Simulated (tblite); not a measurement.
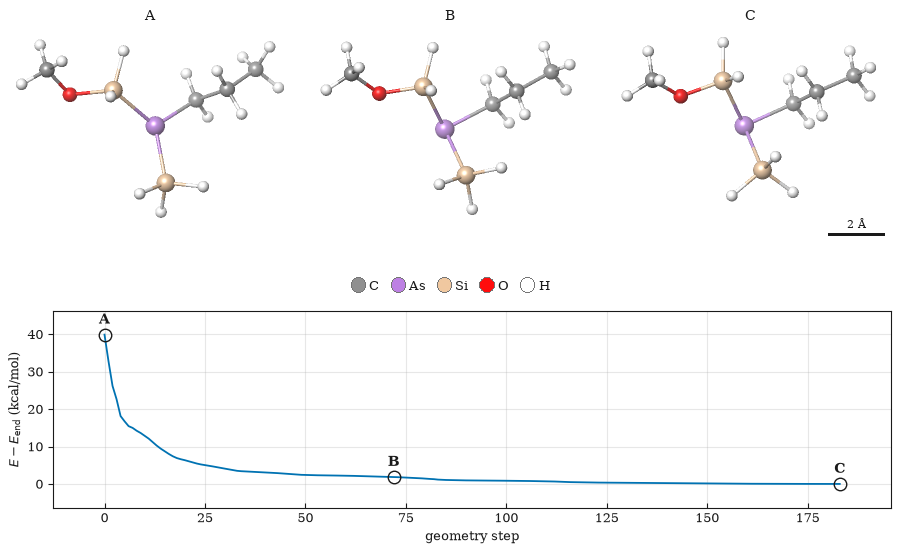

Frames of a relaxation of C$_{4}$H$_{15}$AsOSi$_{2}$, marked on the history of the run. The picture is a ball-and-stick view, seen at a tilt.

Method: GFN2-xTB geometry optimisation, gas phase (tblite 0.8.0). 

Question: Describe the path.

Answer: An H atom moves most after the best rigid fit: 1.64 Å. By element the largest moves are H 1.64 Å, As 0.84 Å, Si 0.65 Å, C 0.60 Å, O 0.54 Å. Near-neighbour distances that change, for instance: O–Si 1.720 → 1.630 Å, As–C 1.917 → 1.994 Å, As–Si 2.267 → 2.328 Å, H–Si 1.439 → 1.480 Å. Among the angles between lasting bonds that change: C–As–Si 118.0° → 99.3°, Si–O–C 106.4° → 125.1°, C–As–Si 115.9° → 98.2°. Groups turn about C–O by about 50°, C–C by about 35°. The energy falls by 39.9 kcal/mol in 183 geometry steps. From step 0 to 72: H atoms move most (0.81 Å), energy −38.0 kcal/mol. From step 72 to 183: an H atom moves most (1.22 Å), energy −1.86 kcal/mol.
